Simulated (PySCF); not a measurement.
```yaml
atoms:
  - { symbol: C, position_ang: [3.0081, -0.0315, -0.0382] }
  - { symbol: C, position_ang: [1.8040, 0.0071, -0.0402] }
  - { symbol: C, position_ang: [0.4101, 0.0742, -0.0256] }
  - { symbol: C, position_ang: [-0.5117, -0.8937, -0.2856] }
  - { symbol: N, position_ang: [-1.7428, -0.3327, -0.1749] }
  - { symbol: C, position_ang: [-1.6001, 0.9841, 0.2799] }
  - { symbol: O, position_ang: [-0.2315, 1.2600, 0.2792] }
  - { symbol: H, position_ang: [4.0551, -0.0819, -0.0418] }
  - { symbol: H, position_ang: [-0.3567, -1.9207, -0.5456] }
  - { symbol: H, position_ang: [-2.6205, -0.8171, -0.2146] }
  - { symbol: H, position_ang: [-2.2084, 1.7548, -0.1787] }
```

Geometry: GFN2-xTB.

The calculation used PySCF 2.14.0, density-fitted response routines, UKS B3LYP, pcH-1 on C H N O, non-relativistic, mean-field spin-orbit, GIAO.

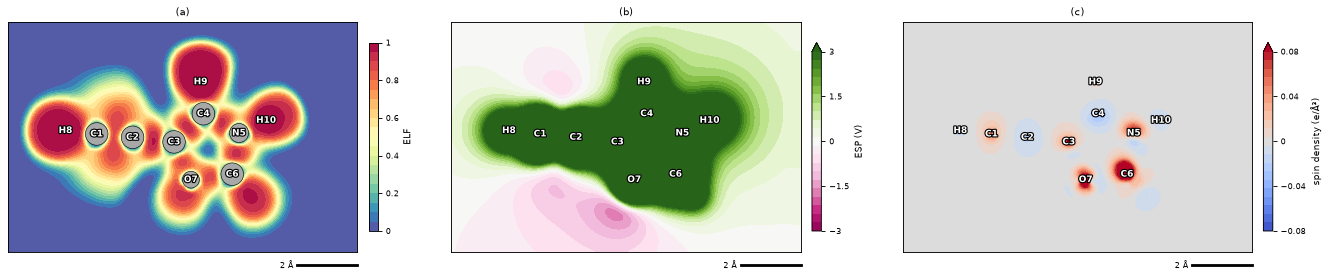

C₅H₄NO (SMILES C#CC1=CN[CH]O1) (doublet). (a) ELF; (b) electrostatic potential; (c) spin density on the plane of atoms C2, C3 and O7. Grey discs cover the atomic cores in the ELF map.

Q: What does the map show?

A: Atoms in the plane: C, N, O and H. C–C (1.20 Å): the ELF peaks at about 0.85 between the atoms: a short, multiple covalent bond. C–N (1.36 Å): the ELF peaks at about 0.90 between the atoms (localised, covalent bonding). C–O (1.38 Å): the ELF peaks at about 0.85 between the atoms (a polar covalent bond). N–H (1.00 Å): the ELF climbs to about 1 towards the hydrogen, as it does in any bond to H; an ordinary covalent bond to hydrogen. C–C (1.36 Å): the ELF peaks at about 0.95 between the atoms; localised, covalent bonding. The ELF also peaks beside O7, away from the bonds: non-bonding electrons, paired or unpaired. The unpaired spin (1 electron) lies mostly on C6 (about 0.5), O7 (about 0.2), N5 (about 0.1) and C3 (about 0.1), in electrons by Hirshfeld's partition. Outside the dense part of the molecule the potential is most negative (−1.7 V) near O7.
